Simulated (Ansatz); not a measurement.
A series of calculations on CH$_{4}$BNO

**1. Relaxation**

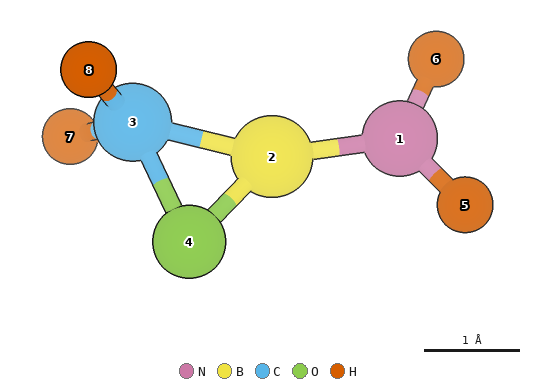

This is the input geometry for a relaxation of CH₄BNO. Style: ball-and-stick. Shown at a tilt.

The run prepares an end point of a later path (torsion) calculation, from a guessed geometry.

The calculation used RKS B3LYP-D4/6-31G* (Ansatz 0.2.0).

Input file:
```yaml
crystal:
  periodic: [false, false, false]
  atoms:
    - { symbol: "N", position_ang: [-0.87555, 1.20762, -0.28033] }
    - { symbol: B, position_ang: [-0.09731, 0.07228, -0.19919] }
    - { symbol: C, position_ang: [0.76194, -0.97183, 0.47379] }
    - { symbol: O, position_ang: [0.39369, -0.9265, -0.94653] }
    - { symbol: H, position_ang: [-1.28154, 1.5196, -1.14484] }
    - { symbol: H, position_ang: [-1.08413, 1.7969, 0.5038] }
    - { symbol: H, position_ang: [0.35365, -1.84354, 0.97225] }
    - { symbol: H, position_ang: [1.82926, -0.85452, 0.62104] }
basis:
  gaussian: { orbitals: "6-31G*" }
hamiltonian:
  xc: b3lyp
  dispersion: d4
relax:
  f_tol: 0.015
  max_steps: 40
```

Command:
```bash
ansatz run input.yaml --threads 1 --pin off --max-ram 2048MiB --backend cpu --events-out ev --progress --plain --runs-dir out
```

Q: Where does the relaxation end?

A: The energy falls by 4.04 kJ/mol in 5 geometry steps. The largest force component goes from 1.5 to 0.0047 eV/Å. The atom that moves furthest after the best rigid fit is O4 (0.040 Å). By element the largest moves are O 0.040 Å, H 0.018 Å, C 0.014 Å, B 0.011 Å, N 0.007 Å. Some distances before and after: C3–O4 1.468 → 1.519 Å, B2–O4 1.341 → 1.353 Å, N1–B2 1.379 → 1.390 Å, C3–H7 1.084 → 1.090 Å. Among the angles between lasting bonds that change: N1–B2–O4 141.9° → 139.4°, C3–B2–O4 61.6° → 63.7°.

History of the run:

```json
{"step": "0", "E − E(0), kJ/mol": "0.00", "largest force component, eV/Å": "1.4714"}
{"step": "1", "E − E(0), kJ/mol": "-2.86", "largest force component, eV/Å": "0.7511"}
{"step": "2", "E − E(0), kJ/mol": "-3.92", "largest force component, eV/Å": "0.1740"}
{"step": "3", "E − E(0), kJ/mol": "-4.03", "largest force component, eV/Å": "0.0609"}
{"step": "4", "E − E(0), kJ/mol": "-4.03", "largest force component, eV/Å": "0.0508"}
{"step": "5", "E − E(0), kJ/mol": "-4.04", "largest force component, eV/Å": "0.0047"}
```

Final geometry:

```xyz
8

N    -0.8784    1.2133   -0.2838
B    -0.0923    0.0708   -0.1900
C     0.7689   -0.9787    0.4844
O     0.3812   -0.9178   -0.9835
H    -1.2896    1.5205   -1.1543
H    -1.0851    1.8024    0.5078
H     0.3531   -1.8532    0.9856
H     1.8422   -0.8573    0.6336
```

**2. Relaxation**

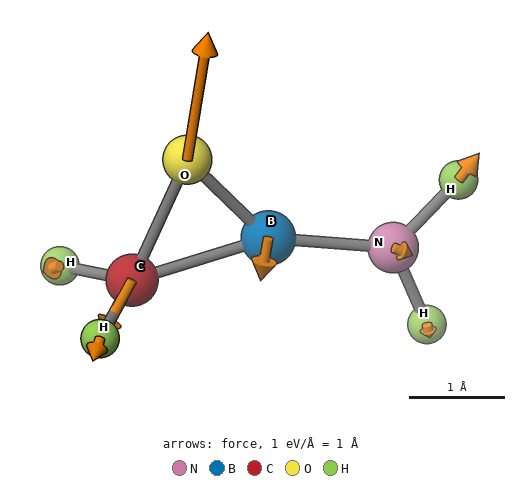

Starting geometry of CH4BNO with the computed forces as orange arrows. The picture is a ball-and-stick view, seen at a tilt.

The run prepares an end point of a later path (torsion) calculation, from a guessed geometry.

The calculation used Ansatz 0.2.0, RKS B3LYP-D4/6-31G*. (no spin polarisation; force threshold 0.015 eV/Å; at most 40 steps)

Question: Is this structure relaxed? If not, where do the atoms go?

Answer: It isn't relaxed: the largest force vector, on the O atom, is 1.49 eV/Å. The final displacements follow the starting forces only in part (cosine between the two patterns 0.76). After 4 geometry steps the energy has fallen by 0.041 eV. The largest force component goes from 1.5 to 0.015 eV/Å. The O atom moves most after the best rigid fit: 0.041 Å. By element the largest moves are O 0.041 Å, H 0.022 Å, C 0.015 Å, B 0.014 Å, N 0.010 Å. Near-neighbour distances that change, for instance: C–O 1.468 → 1.519 Å, B–O 1.341 → 1.353 Å, B–N 1.379 → 1.390 Å, C–H 1.084 → 1.090 Å. Among the angles between lasting bonds that change: N–B–O 141.9° → 139.4°, C–B–O 61.6° → 63.7°. Cost: 22 s on 1 thread of Intel(R) Xeon(R) Processor @ 2.70GHz, on a shared host, peak memory 0.17 GiB.

**3. Path**

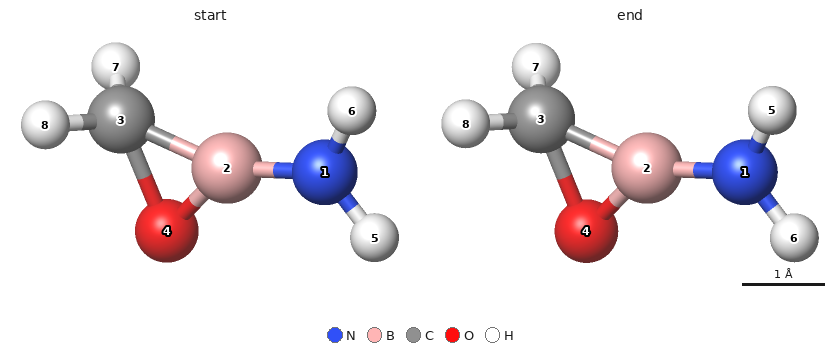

The two relaxed end points of a path for CH$_{4}$BNO. Style: ball-and-stick. Shown at a tilt.

Method: RKS B3LYP-D4/6-31G* (Ansatz).

Input file:
```yaml
crystal:
  periodic: [false, false, false]
  atoms:
    - { symbol: "N", position_ang: [-0.878418, 1.213331, -0.283839] }
    - { symbol: B, position_ang: [-0.09231, 0.070756, -0.189958] }
    - { symbol: C, position_ang: [0.768946, -0.978718, 0.484388] }
    - { symbol: O, position_ang: [0.381224, -0.917816, -0.983445] }
    - { symbol: H, position_ang: [-1.289644, 1.520523, -1.154297] }
    - { symbol: H, position_ang: [-1.085063, 1.802427, 0.50783] }
    - { symbol: H, position_ang: [0.353068, -1.85318, 0.985656] }
    - { symbol: H, position_ang: [1.842207, -0.857313, 0.633655] }
basis:
  gaussian: { orbitals: "6-31G*" }
hamiltonian:
  xc: b3lyp
  dispersion: d4
neb:
  order_check: false
  images: 7
  f_tol: 0.03
  max_iterations: 53
  initial_path: idpp
  final_atoms:
    - { symbol: "N", position_ang: [-0.87822668, 1.21331642, -0.28382483] }
    - { symbol: B, position_ang: [-0.09232913, 0.07061467, -0.19057848] }
    - { symbol: C, position_ang: [0.76888319, -0.97863483, 0.48457544] }
    - { symbol: O, position_ang: [0.3816661, -0.91827293, -0.98338828] }
    - { symbol: H, position_ang: [-1.08533196, 1.8022602, 0.50784317] }
    - { symbol: H, position_ang: [-1.2898984, 1.52141775, -1.15379462] }
    - { symbol: H, position_ang: [0.3530301, -1.85337223, 0.98547582] }
    - { symbol: H, position_ang: [1.84221677, -0.85731906, 0.63368178] }
```

Command:
```bash
ansatz run input.yaml --threads 1 --pin off --max-ram 2048MiB --backend cpu --events-out ev --progress --plain --runs-dir out
```

### Predict the minimum-energy path and its barrier.

The barrier is about 16.1 kcal/mol in both directions, with image 4 at the top; the ends have the same energy. The motion is a rotation about the N1–B2 bond by about 180°. No bond forms or breaks between the ends. Among the angles between lasting bonds that change up to the highest image: B2–N1–H5 122.6° → 111.4°, H5–N1–H6 114.5° → 105.8°. The band is converged. At the top, the vibrational analysis gives one imaginary mode (441i cm⁻¹), as a transition state must have.

Energies of the converged images:

| image | path (Å) | E (kcal/mol) |
| --- | --- | --- |
| 0 | 0.00 | 0.0 |
| 1 | 0.42 | 2.3 |
| 2 | 0.84 | 8.1 |
| 3 | 1.26 | 13.8 |
| 4 | 1.68 | 16.1 |
| 5 | 2.11 | 13.8 |
| 6 | 2.53 | 8.1 |
| 7 | 2.95 | 2.3 |
| 8 | 3.37 | 0.0 |

The geometry at the top of the path:

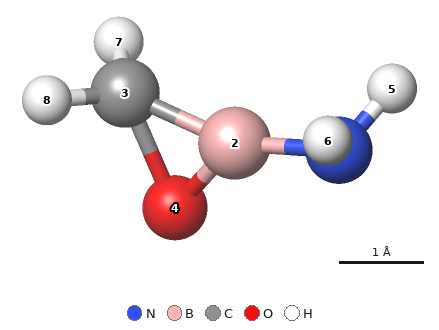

Cost: 5.4 min on 1 thread of Intel(R) Xeon(R) Processor @ 2.70GHz, with other jobs on the host, peak memory 0.14 GiB.
